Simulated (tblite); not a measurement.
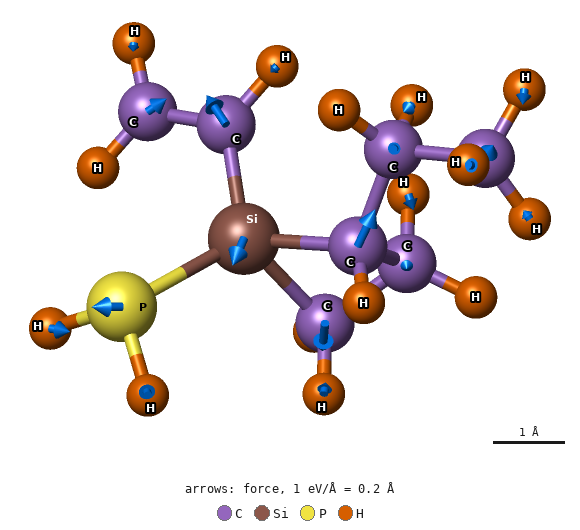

Starting geometry of C₇H₁₅PSi with the computed forces as blue arrows. A ball-and-stick model, seen at a tilt.

These are results of GFN2-xTB geometry optimisation, gas phase in tblite, not measurements. 

> Is this structure relaxed? If not, where do the atoms go?

It isn't relaxed: the largest force vector, on a C atom, is 3.40 eV/Å. The final displacements have little in common with the starting forces (cosine between the two patterns 0.22). The atom that moves furthest after the best rigid fit is an H atom (1.25 Å). Largest moves by element: H 1.25 Å, C 0.50 Å, P 0.22 Å, Si 0.14 Å. Some distances before and after: C–Si 1.798 → 1.889 Å, C–Si 1.844 → 1.927 Å, H–P 1.466 → 1.383 Å, P–Si 2.190 → 2.256 Å. Among the angles between lasting bonds that change: Si–P–H 111.4° → 94.7°, Si–P–H 109.3° → 93.6°, H–P–H 106.7° → 92.1°. Groups turn about C–Si by about 45°, C–C by about 25°, C–C by about 25°. The energy falls by 43.7 kcal/mol in 167 geometry steps. Cost: 3.4 s on 1 thread of Arm Neoverse N1, with other jobs on the host.
